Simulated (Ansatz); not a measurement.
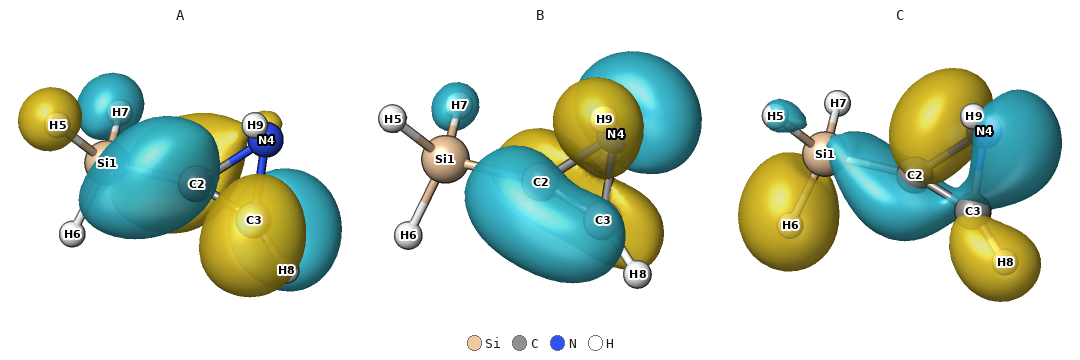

Figure. C2H5NSi. Three frontier orbitals at ±0.1 Å⁻³ᐟ² (yellow and cyan are the two phases), in no order.

Geometry: PBE0-D4/def2-TZVP.

These are results of Ansatz, RKS PBE0-D4/def2-TZVPP, not measurements.

| atom | x (Å) | y (Å) | z (Å) |
| --- | --- | --- | --- |
| Si | 0.4318 | 1.0518 | -0.9594 |
| C | -0.1714 | -0.1629 | 0.2670 |
| C | -0.7553 | -0.6526 | 1.2950 |
| N | -0.3998 | -1.7018 | 0.3498 |
| H | 1.8875 | 0.8480 | -1.1720 |
| H | 0.1831 | 2.4200 | -0.4418 |
| H | -0.2779 | 0.8465 | -2.2468 |
| H | -1.2865 | -0.5674 | 2.2276 |
| H | 0.4769 | -2.1279 | 0.6636 |

Question: Order the three orbitals by energy and name them.

Answer: C is the HOMO−1 (−8.94 eV). It lies mainly on N4 (about 40 %), C2 (about 20 %), Si1 (about 10 %), C3 (about 10 %) and H6 (about 10 %). B is the HOMO (−6.20 eV). Its weight (Hirshfeld) is mainly on N4 (about 45 %), C2 (about 25 %), C3 (about 20 %) and H9 (about 5 %). A is the LUMO (−0.81 eV). Its weight (Hirshfeld) is mainly on C3 (about 35 %), C2 (about 25 %), Si1 (about 15 %) and H8 (about 5 %); π-antibonding (π*) across C3–C2.

Question: What is the HOMO–LUMO gap?

Answer: 5.39 eV between the orbital energies.
